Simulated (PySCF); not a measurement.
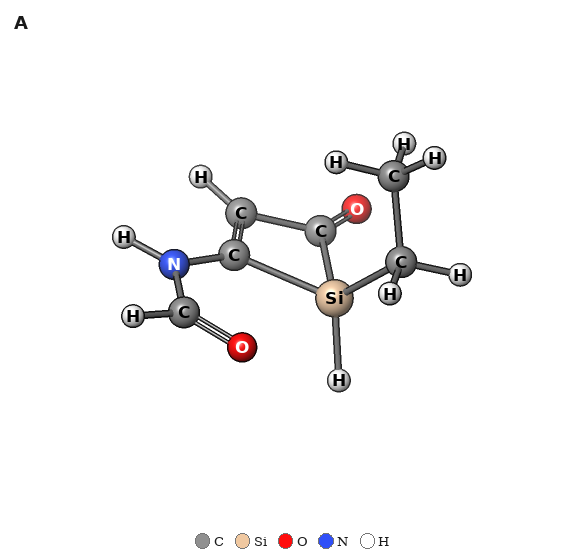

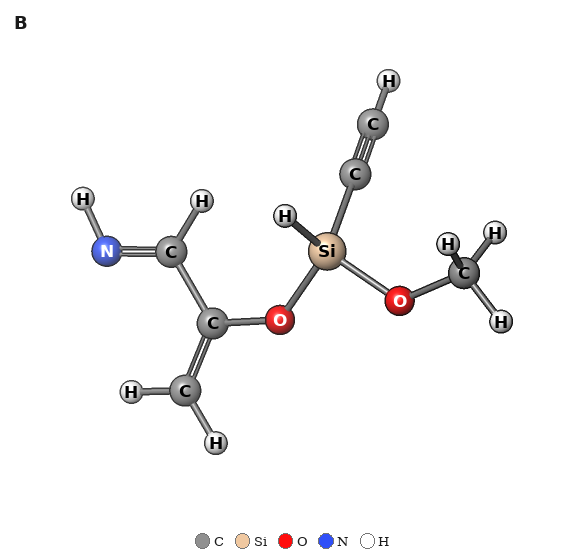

2 stationary structures of one formula. Geometries: GFN2-xTB. Electronic energies: PBE0/pcSseg-1 (PySCF 2.14.0), without zero-point energy. No frequency run is at hand to confirm each as a minimum. Each is one conformer, not always the lowest.

**How are they related?**

They are constitutional isomers of C6H9NO2Si: A `CC[Si@@H]1C(=O)C=C1NC=O`, B `[H]/N=C/C(=C)O[Si@H](C#C)OC`.

**Which structure is the most stable?**

A is lowest; B lies 25.3 kcal/mol above it.

The geometry is semi-empirical. Around Si such bond lengths and angles can be off by a tenth of an ångström or more and by several degrees, and values that hang on the shape move with them.
